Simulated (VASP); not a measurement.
Here is the system:

```yaml
crystal:
  lattice:
    - [1.89524, -3.28265, 0.00000]
    - [1.89524, 3.28265, 0.00000]
    - [0.00000, 0.00000, 4.74923]
  atoms:
    - { symbol: Pt, position: [0.00000, 0.00000, 0.00000] }
    - { symbol: Se, position: [0.33333, 0.66667, 0.26791] }
    - { symbol: Se, position: [0.66667, 0.33333, 0.73209] }
```

The numbers are results of PBE GGA with D3 dispersion (zero damping), VASP's PBE PAW potentials (set 64) (plane waves; VASP), not measurements. Numerical set-up: 520 eV cut-off, 10×10×7 Γ-centred mesh, tetrahedra with Blöchl corrections, potentials Pt Se.

Unless said otherwise, spin-orbit coupling is left out, though it shifts the bands of the heavy elements here.

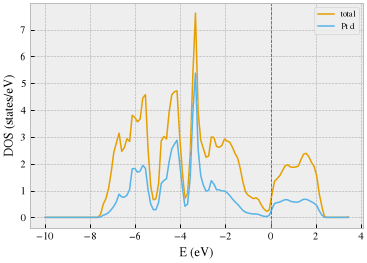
Figure: Total and projected density of states, zero at the Fermi level

Within 2 eV below the Fermi level the largest weight inside VASP's projection spheres is Se p, then Pt d.

It has no gap at this level: it comes out as a metal or semimetal.

The compound is PtSe2 in the 1T layered structure. It was relaxed first.
